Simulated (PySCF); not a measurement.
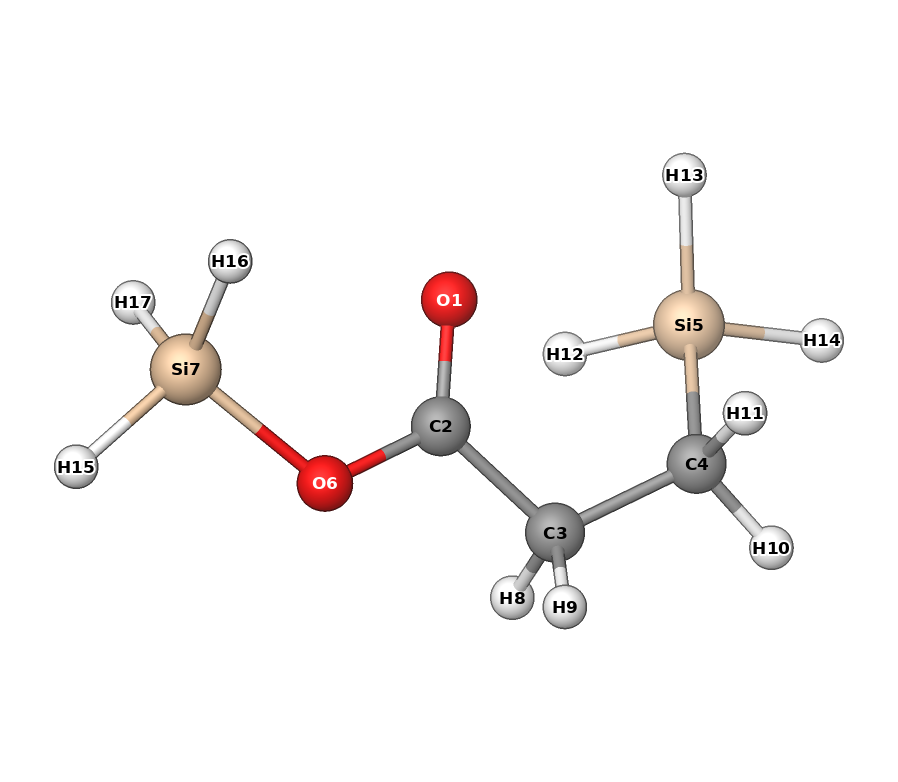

The geometry was computed by an optimisation with PBE0-D3(BJ)/def2-SVP. No frequency run is at hand to confirm it as a minimum. Electric field gradients from the ground-state density, PBE0/pcSseg-1 (PySCF 2.14.0), non-relativistic apart from any core potentials.

Give the largest field-gradient component, the quadrupole coupling constant and the asymmetry for 17O at O1 (Q = −25.6 mb), 17O at O6 (Q = −25.6 mb), 2H at H8 (Q = 2.86 mb), 2H at H9 (Q = 2.86 mb).

```csv
atom,V_zz (a.u.),e²qQ/h (MHz),η
O1,−1.510,9.08,0.16
O6,1.359,−8.18,0.01
H8,0.280,0.188,0.04
H9,0.284,0.191,0.03
```
